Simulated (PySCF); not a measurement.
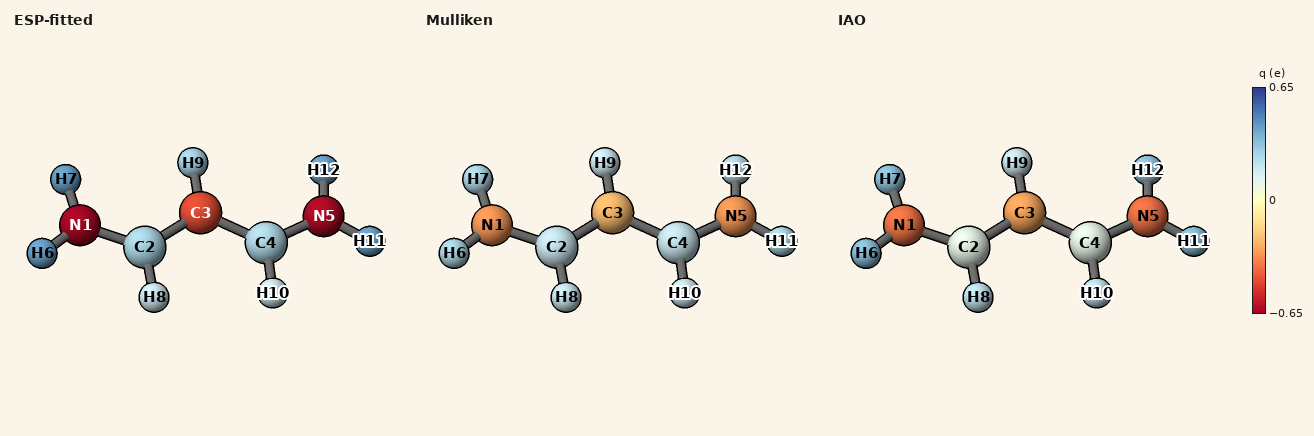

Atomic charges of one calculation by 3 schemes, on one colour scale. Charge +1, singlet. Computed geometry: PBE0-D3(BJ)/def2-SVP optimisation. No frequency run is at hand to confirm it as a minimum. Computed with PBE0/pcSseg-1 (PySCF 2.14.0).

> Which scheme gives the most polar picture (largest mean size of the charges)?

The ESP-fitted charges are the largest in size here, and the Mulliken charges the smallest.

> On which atom do the schemes disagree most?

On N1 (from −0.62 to −0.30 e); N5 (from −0.61 to −0.30 e).

List the charges (e), one line for each set of equivalent atoms.

| atom | ESP-fitted | Mulliken | IAO |
| --- | --- | --- | --- |
| N1, N5 | −0.62 | −0.30 | −0.37 |
| C2, C4 | 0.25 | 0.17 | 0.10 |
| C3 | −0.45 | −0.22 | −0.27 |
| H6, H11 | 0.40 | 0.25 | 0.32 |
| H7, H12 | 0.41 | 0.24 | 0.31 |
| H8, H10 | 0.16 | 0.17 | 0.19 |
| H9 | 0.26 | 0.16 | 0.17 |
